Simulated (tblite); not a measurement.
**Molecular dynamics of C5H7F3O (part 3 of 3)**

The same run, continued: C5H7F3O; GFN2-xTB Langevin dynamics, gas phase (tblite 0.8.0). 

Geometry of the input (Å):
```
F  3.0585  -0.0015  -1.5430
C  2.2811  0.1813  -0.4710
F  2.6411  -0.7816  0.4240
O  0.9952  0.0669  -0.8471
C  0.0422  0.4621  0.1268
C  -1.3955  0.4393  -0.4073
C  -1.8211  -0.3427  0.8426
F  -2.5523  -1.4721  0.5930
C  -0.3465  -0.5894  1.1847
H  2.5376  1.1554  -0.0037
H  0.3400  1.4248  0.5602
H  -1.4633  -0.1775  -1.2998
H  -1.8717  1.3995  -0.5815
H  -2.3795  0.2332  1.5850
H  -0.0362  -1.5876  0.8841
H  -0.0371  -0.4010  2.2090
```

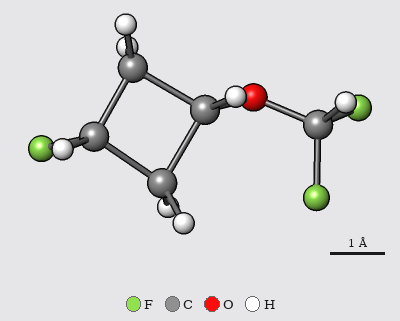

Figure 1. The geometry at step 35 of the log (ball-and-stick view, seen at a tilt).

## Trajectory as extended XYZ, continued
```
16
Properties=species:S:1:pos:R:3:forces:R:3 step=29 time_fs=725.0 energy=-884.85836 temperature=317.5
F     2.6576   -0.7240   -0.3796    0.3618   0.0991  -0.8493
C     1.8322   -0.0813    0.4345   -0.1882   0.6187  -0.2355
F     2.1918   -0.5891    1.6348   -0.7529  -0.0374   0.6449
O     0.5839   -0.3025   -0.0214   -1.5083   0.2099   0.8145
C    -0.5542    0.2079    0.7841    0.8868   0.2231   0.0305
C    -1.9923    0.2342    0.1244    0.8623   0.2433   1.4410
C    -2.4998   -0.5339    1.3845    0.1779   0.4975  -0.6725
F    -3.1543   -1.6576    1.0286   -0.5336  -0.7955  -0.0514
C    -1.0501   -0.7917    1.8328   -0.9494  -0.0401  -0.7126
H     2.0540    1.0138    0.4732    0.2711  -0.1952   0.0044
H    -0.2253    1.1176    1.3576   -0.2614  -0.2666  -1.0554
H    -1.9979   -0.3862   -0.7390   -0.0101  -0.6004  -0.5550
H    -2.5332    1.1526   -0.1072    0.5872   0.1521   0.1650
H    -3.1738   -0.0052    2.0781    0.3592   0.0700  -0.2074
H    -0.8102   -1.8296    1.5829    0.2667   0.3132   0.4700
H    -0.8775   -0.4376    2.8228    0.4309  -0.4916   0.7687
16
Properties=species:S:1:pos:R:3:forces:R:3 step=30 time_fs=750.0 energy=-884.75087 temperature=271.7
F     2.5405   -0.7645   -0.4186   -0.2888   0.8716   0.7214
C     1.8204   -0.0489    0.5277    1.0471  -0.7124  -0.7520
F     2.1870   -0.6251    1.7099   -0.4000   0.2210  -0.1369
O     0.5531   -0.2256    0.1610    0.0742   0.2473   0.1113
C    -0.5082    0.2535    0.9508    0.4562   0.5361   0.5578
C    -1.8199    0.1648    0.1493   -0.9541   1.4816   1.3516
C    -2.4130   -0.5402    1.3889   -2.9979  -0.0455  -1.0109
F    -3.1322   -1.6802    1.0251    0.4804  -0.1834   0.1922
C    -1.0435   -0.7636    1.9643   -0.6954  -0.4112  -0.2656
H     2.1842    1.0081    0.5536   -0.0569  -0.3493  -0.0239
H    -0.3134    1.2420    1.5227   -0.0265  -1.0472  -1.3745
H    -1.8960   -0.3691   -0.7867    0.5463  -0.2767   0.1736
H    -2.3147    1.1366    0.0316    0.2583  -0.0412  -0.3443
H    -3.2739    0.0303    1.9054    1.6872  -0.3154  -0.1908
H    -0.7725   -1.7811    1.6551    0.2886   0.2505   0.5631
H    -1.0032   -0.5346    3.0107    0.5812  -0.2256   0.4278
16
Properties=species:S:1:pos:R:3:forces:R:3 step=31 time_fs=775.0 energy=-884.60259 temperature=277.7
F     2.5238   -0.7149   -0.4627   -0.2815   0.7222   1.4103
C     1.8187   -0.0373    0.5185   -0.0790  -1.3447  -0.4935
F     2.1174   -0.5784    1.7773    0.0999   0.4450  -1.3217
O     0.5163   -0.2669    0.2095    1.5084   0.9613   0.8125
C    -0.4319    0.2858    1.1346    0.2375  -0.8790  -0.8671
C    -1.7048    0.1771    0.3151   -0.5252  -0.8739  -0.9631
C    -2.3924   -0.5661    1.4357   -1.4872  -0.7146  -0.0665
F    -3.0988   -1.7315    1.0935    0.7052   0.1752  -0.3598
C    -0.9824   -0.8132    2.0396   -2.0305   1.0138   1.6890
H     2.1351    1.0247    0.5227    0.0509  -0.2552   0.0927
H    -0.1041    1.2203    1.6342   -0.2296  -0.4484  -0.5827
H    -1.5534   -0.5848   -0.5025    0.1613   0.8316   0.6216
H    -2.1243    1.0412   -0.1236   -0.6050   0.9347  -0.2343
H    -3.2661   -0.0362    1.9159    1.4869   0.0858   0.3586
H    -0.5869   -1.7778    1.8027    0.0665  -0.4114   0.0498
H    -1.0941   -0.6076    3.1132    0.9213  -0.2425  -0.1457
16
Properties=species:S:1:pos:R:3:forces:R:3 step=32 time_fs=800.0 energy=-884.93448 temperature=398.9
F     2.6108   -0.6210   -0.3383    0.6297  -0.2969  -0.2774
C     1.8520    0.0082    0.5371   -1.3631  -0.0104  -0.1420
F     2.0988   -0.5140    1.7637    0.3079   0.2986  -0.0413
O     0.5534   -0.2798    0.1729    0.1219   0.4289   0.6170
C    -0.4858    0.1449    1.0826    1.6610   0.5862  -0.6975
C    -1.8438    0.2328    0.3831    0.3966  -0.0886   0.0179
C    -2.3921   -0.5010    1.5898   -0.2502  -2.3229  -0.7794
F    -3.0343   -1.6779    1.1869    0.0940  -0.0497   0.0759
C    -0.9629   -0.8254    2.1751   -2.2075   0.7692  -0.9836
H     2.1311    1.0995    0.5069   -0.2528  -0.5082   0.3458
H    -0.1771    1.1006    1.5141    0.0634   0.1407   0.0921
H    -1.8488   -0.3815   -0.5305   -0.0723   0.2132   0.4172
H    -2.2846    1.2190    0.1786    0.4018  -0.3311   0.0902
H    -3.1852   -0.0291    2.1073   -0.2698   0.8528   1.1350
H    -0.7464   -1.8820    2.0829    0.2089   0.0924  -0.2781
H    -0.9023   -0.5121    3.1967    0.5305   0.2257   0.4083
16
Properties=species:S:1:pos:R:3:forces:R:3 step=33 time_fs=825.0 energy=-884.84319 temperature=286.1
F     2.7306   -0.5545   -0.2050   -0.0490  -0.6846  -0.8851
C     1.8195    0.0116    0.5766    0.0078   1.3605  -0.6824
F     2.1500   -0.4094    1.7895   -0.1860  -0.1597   1.2147
O     0.5586   -0.2812    0.2017   -0.5356  -0.4878  -0.2139
C    -0.4990    0.2664    1.0236    0.4279  -0.0986  -0.2979
C    -1.9167    0.2887    0.4708   -1.0193   2.1422   0.1252
C    -2.4469   -0.5171    1.6705    0.8060  -0.4363  -1.8143
F    -3.0263   -1.7016    1.3014   -0.0275  -0.6060  -0.2946
C    -1.0126   -0.6511    2.0913    0.5953  -2.1211   1.1996
H     2.0475    1.1082    0.4805   -0.2281  -0.0364   0.5071
H    -0.1841    1.2353    1.3166    0.4255   1.0341   0.6402
H    -1.9622   -0.1748   -0.4668   -0.3807  -0.8962  -1.1657
H    -2.3809    1.3207    0.3752    0.6143  -1.0431   0.0697
H    -3.1527   -0.1474    2.3379   -1.0009   1.4039   1.1138
H    -0.7392   -1.6941    1.8287    0.2398   0.4275   0.2876
H    -0.8019   -0.4892    3.1380    0.3106   0.2014   0.1960
16
Properties=species:S:1:pos:R:3:forces:R:3 step=34 time_fs=850.0 energy=-884.98330 temperature=285.5
F     2.7333   -0.5041   -0.1833   -0.3992  -0.1013   0.2496
C     1.8095    0.0652    0.6106    0.4575   0.4093   0.1183
F     2.1240   -0.3407    1.9126   -0.4667   0.2372  -1.0374
O     0.5791   -0.2791    0.1928   -0.2100  -0.4802  -0.1915
C    -0.5041    0.2602    0.9670    0.8537   0.8590  -0.1011
C    -1.9340    0.2932    0.3998    0.4748  -0.6261  -0.4763
C    -2.3620   -0.5335    1.6195   -1.9714  -0.1861   0.7021
F    -3.0181   -1.7206    1.3767    0.3445  -0.1528  -0.4199
C    -0.9583   -0.6344    2.1018    1.2216   0.7135   1.2434
H     2.0018    1.1717    0.5568   -0.1029  -0.3064   0.3527
H    -0.1628    1.2527    1.2286    0.0231   0.5278   0.5495
H    -1.8969   -0.2375   -0.5643   -0.6252   0.1033   0.4183
H    -2.4138    1.2723    0.3271    0.2708  -0.2496  -0.1615
H    -3.0369   -0.0977    2.3956    0.2972   0.4574  -0.7183
H    -0.5037   -1.5974    2.0389    0.1281  -0.7389  -0.0188
H    -0.7398   -0.1958    3.1022   -0.2958  -0.4663  -0.5092
16
Properties=species:S:1:pos:R:3:forces:R:3 step=35 time_fs=875.0 energy=-884.95071 temperature=259.5
F     2.7244   -0.4484   -0.1801    0.4691  -0.2910  -0.0588
C     1.8106    0.0796    0.6267    0.5846   0.6675  -0.0556
F     2.0320   -0.3967    1.8789    0.2320   0.0499   0.0603
O     0.6247   -0.2666    0.1687   -1.1339  -0.8752  -0.5735
C    -0.4505    0.2513    0.9141   -0.4574   0.9120   0.3717
C    -1.8646    0.1028    0.2920    1.9099  -1.4411  -0.6552
C    -2.3514   -0.4195    1.6026   -0.8806  -2.2094   1.3850
F    -2.9688   -1.6829    1.4142    0.3833   0.5223   0.2742
C    -0.9260   -0.5475    2.1865    1.1181   0.2854  -1.3958
H     1.9800    1.1864    0.6303    0.0325  -0.1343   0.3382
H    -0.1954    1.3143    1.0675   -0.2190  -0.0545   0.4909
H    -1.7679   -0.6765   -0.5185   -0.4718   0.5154   0.9618
H    -2.3212    0.9495   -0.1147   -0.5424   1.2917  -0.4633
H    -3.0900    0.0698    2.2595    0.3583   0.4470  -0.5380
H    -0.4730   -1.5527    2.1160   -0.6492   0.2335  -0.0110
H    -0.5761   -0.1307    3.1350   -0.7335   0.0810  -0.1309
16
Properties=species:S:1:pos:R:3:forces:R:3 step=36 time_fs=900.0 energy=-884.89210 temperature=273.4
F     2.8544   -0.4530   -0.1157   -0.8897   0.1219  -0.3132
C     1.8017    0.0516    0.6063    1.9351   1.1042  -1.1945
F     2.0056   -0.4551    1.7873    0.0790  -0.6427   2.1169
O     0.6207   -0.2120    0.1066   -0.8142  -1.2820  -0.7474
C    -0.4205    0.3363    0.8696   -1.0922   0.3029  -0.2562
C    -1.7633    0.0050    0.1783   -0.3114   1.3721  -0.6709
C    -2.3238   -0.3770    1.5161   -1.0489  -1.3897   1.0818
F    -2.9382   -1.6238    1.5720   -0.0124   0.1559  -0.2350
C    -0.9430   -0.4304    2.1595    1.8127   0.4553  -0.9562
H     1.9439    1.1450    0.6296    0.4630   0.4599   0.3632
H    -0.2710    1.4403    0.9524    0.0502  -0.6037   0.3981
H    -1.6298   -0.8084   -0.5215   -0.0772  -0.2252   0.0545
H    -2.3112    0.8433   -0.3437    0.6976  -0.7825   0.4893
H    -3.1034    0.2902    1.9327    0.6315   0.0173   0.0040
H    -0.4251   -1.4301    2.2258   -1.0299   0.7830  -0.2853
H    -0.7157    0.0784    3.0880   -0.3931   0.1532   0.1511
16
Properties=species:S:1:pos:R:3:forces:R:3 step=37 time_fs=925.0 energy=-884.91095 temperature=422.0
F     2.9267   -0.4194   -0.1451   -0.8819   0.4629   0.9202
C     1.9073    0.0967    0.6263    0.3776  -1.6564  -0.1857
F     1.9940   -0.5146    1.8793    0.4321   0.6348  -0.8074
O     0.7528   -0.2344    0.0553   -1.2463  -0.0133  -0.3344
C    -0.4153    0.4203    0.6046    0.0241   0.0822   0.5642
C    -1.7917   -0.0459    0.0760   -0.1097   2.0301  -1.5169
C    -2.2859   -0.2452    1.4866   -1.3754  -0.7105   0.0528
F    -2.8694   -1.4616    1.7741   -0.0330  -0.2511  -0.3621
C    -0.9031   -0.1396    1.9928    1.6080   2.5151   0.1230
H     2.0364    1.1602    0.7146    0.4525   0.8238   0.4631
H    -0.2550    1.5410    0.5455   -0.1722  -1.0494   0.2148
H    -1.7054   -0.9676   -0.4326    0.0564  -0.8704  -0.6417
H    -2.3044    0.7383   -0.5958    0.5240  -1.2695   1.0077
H    -3.0444    0.4563    1.8316    0.2184   0.4330   0.1319
H    -0.3555   -0.9884    2.2714    0.1858  -1.6037   0.0288
H    -0.7522    0.5450    2.8152   -0.0604   0.4424   0.3418
16
Properties=species:S:1:pos:R:3:forces:R:3 step=38 time_fs=950.0 energy=-884.90919 temperature=391.0
F     2.8901   -0.2850   -0.0998    0.9103  -0.3985  -0.3215
C     1.8951    0.1079    0.6531   -1.2663   0.9365  -0.1438
F     2.0174   -0.5020    1.8677    0.1435   0.2419  -0.3055
O     0.7411   -0.2240    0.0154   -0.7131   0.3694   0.5847
C    -0.4496    0.4506    0.5037    1.2227   1.1434  -0.9347
C    -1.7548   -0.1892   -0.0006    1.3380  -0.1989   1.6193
C    -2.2207   -0.1001    1.4892   -0.9263  -1.3019  -0.8969
F    -2.8769   -1.2281    1.9715    0.7368   0.1444  -0.0837
C    -0.8233    0.2205    1.9530    1.0995  -0.7601   0.6115
H     1.9486    1.2283    0.7728    0.2402  -0.4960   0.4059
H    -0.3956    1.5920    0.2906    0.1634  -1.5631  -0.0631
H    -1.6208   -1.1920   -0.3779    0.1088  -0.2309   0.1837
H    -2.1802    0.4099   -0.7450   -1.1825   0.6783  -0.7584
H    -2.9706    0.6400    1.5931   -0.5235   1.2304   0.3719
H    -0.2107   -0.6109    2.3492   -0.8402  -0.1644  -0.1951
H    -0.6166    1.0133    2.6649   -0.5115   0.3692  -0.0742
16
Properties=species:S:1:pos:R:3:forces:R:3 step=39 time_fs=975.0 energy=-884.86916 temperature=281.6
F     2.9035   -0.2066   -0.0666    0.7448  -0.4162  -0.9739
C     1.8575    0.1519    0.6411   -1.1239   1.4249  -1.1579
F     2.0140   -0.4385    1.7982    0.1219  -0.2529   1.6581
O     0.6887   -0.2344    0.0507    0.2132   0.4227   0.0265
C    -0.4397    0.5305    0.4536   -0.4050  -0.5109   0.2471
C    -1.7288   -0.2623    0.0436    1.5892  -0.6260   2.0208
C    -2.2652    0.0927    1.4701   -1.5359  -1.3870  -0.6216
F    -2.8049   -0.9933    2.1870    0.2027   0.6162  -0.5996
C    -0.8972    0.4326    1.9266    1.9109  -0.7189   0.8604
H     1.8709    1.2818    0.6904    0.2223  -0.4878   0.6016
H    -0.3744    1.6229    0.2315    0.0676  -0.8007  -0.6536
H    -1.4523   -1.3601    0.0131   -0.3329   1.2571  -0.0790
H    -2.1987    0.0422   -0.8413   -0.8752   0.3474  -0.8386
H    -3.0728    0.8213    1.4298    0.1490   0.3239   0.2799
H    -0.4400   -0.4645    2.4355   -0.4816   0.6114  -0.5751
H    -0.6514    1.2618    2.5908   -0.4671   0.1967  -0.1952
16
Properties=species:S:1:pos:R:3:forces:R:3 step=40 time_fs=1000.0 energy=-885.00598 temperature=317.4
F     2.8866   -0.1659   -0.1202    0.4501  -0.2118   0.0993
C     1.8875    0.2252    0.6511   -1.5018  -0.5559  -0.1055
F     2.0148   -0.4202    1.8843    0.1239   0.8061  -1.0332
O     0.7243   -0.2001    0.0288    0.0420   0.6097   0.6554
C    -0.4917    0.4966    0.3404    0.0885  -0.0275   1.0881
C    -1.8121   -0.2729    0.1194    0.4995   0.0003  -1.6301
C    -2.2723    0.1466    1.4886   -1.8204   1.3436  -0.7796
F    -2.7544   -0.8427    2.2317   -0.5664  -1.0432   0.9715
C    -0.9206    0.6440    1.8407    1.7514   0.8955   0.2223
H     1.9556    1.3313    0.7676   -0.0674  -0.3834   0.3954
H    -0.5282    1.4837   -0.1070    0.3349   0.1698  -0.4800
H    -1.6316   -1.3538    0.0860   -0.1917   0.3465  -0.3179
H    -2.3868    0.1422   -0.7511    0.3943  -0.8603   0.7309
H    -3.0856    0.9340    1.4099    0.6933  -0.5457   0.3970
H    -0.3437    0.0074    2.5027   -0.1545  -0.3798   0.0248
H    -0.8528    1.6548    2.2675   -0.0757  -0.1638  -0.2384
```

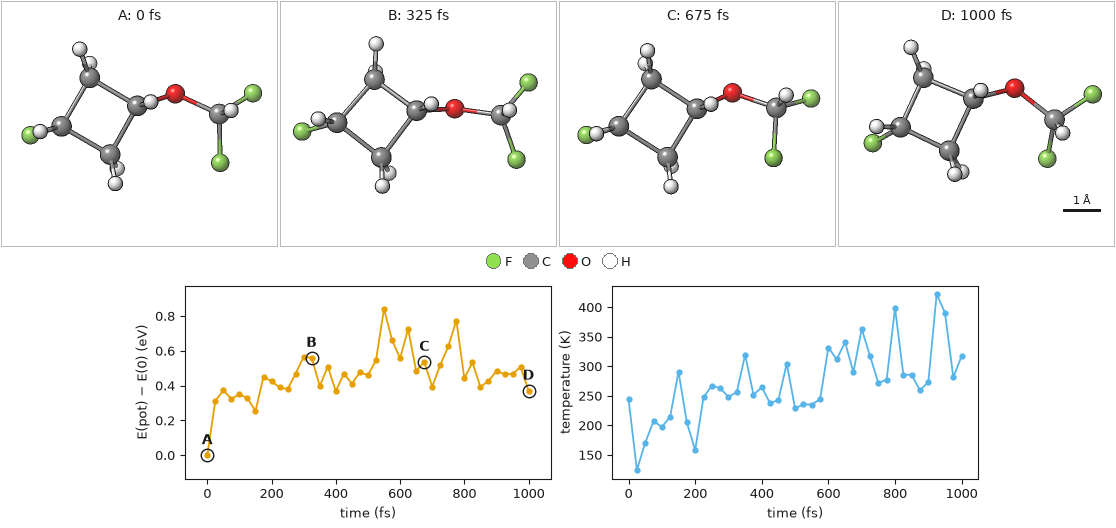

Figure 2. Frames of the molecular dynamics (ball-and-stick, seen on its broad side) above the curves, on which the letters mark them. The trajectory kept here has 41 frames over 1000 fs. The temperature starts at 244 K, ranges from 125 to 422 K and averages 303 K over the second half. The potential energy ends 0.371 eV above its first value. After an unweighted best fit of the last frame on the first, the root-mean-square displacement is 0.34 Å, and F3 has moved furthest (0.81 Å).

## Key numbers

| quantity | value |
| --- | --- |
| outcome | finished |
| mean temperature over the second half | 303 K |
| trajectory | 41 frames kept, 1000 fs |
| wall time | 11 s |
| peak memory | 0.18 GiB |
